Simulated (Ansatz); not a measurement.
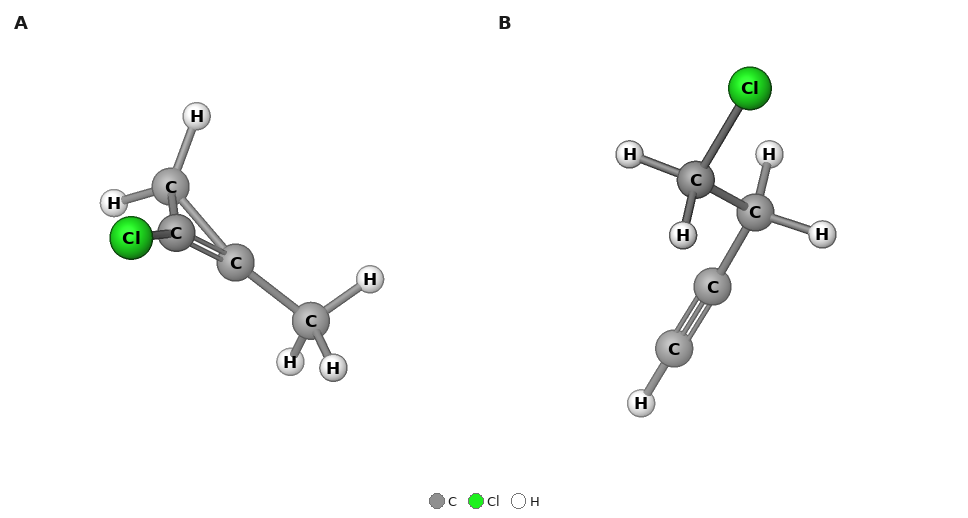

Distant atoms are faded towards the background colour. Computed geometry: PBE-D4/def2-SVP optimisation. No frequency run is at hand to confirm it as a minimum.

> Can A be turned into B by a rotation alone?

No. They are constitutional isomers of C4H5Cl: A is CC1=C(Cl)C1, B is C#CCCCl
